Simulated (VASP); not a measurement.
Band structure of AlN (space group F-43m). These are r2SCAN meta-GGA, VASP's PBE PAW potentials (set 64) (plane waves; VASP) values and carry that method's errors.

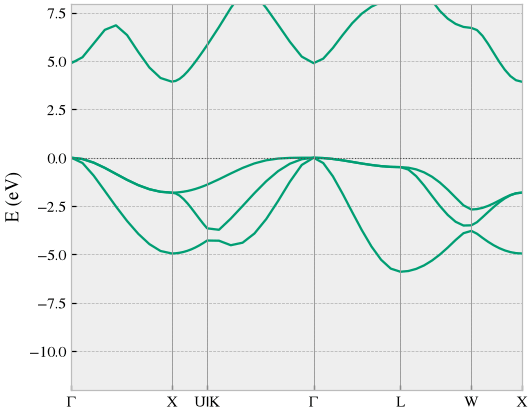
Figure. Bands along high-symmetry lines, zero at the valence-band maximum or, without a gap, the Fermi level

Task: Read the plot: is there a gap, and where are the band edges?

Result: The gap is indirect, 3.93 eV, from the valence maximum at Γ to the conduction minimum at X.

The structure comes from a computed database's AlN entry (F-43m); how it stands against other phases isn't given here. The cell was not relaxed at this level.
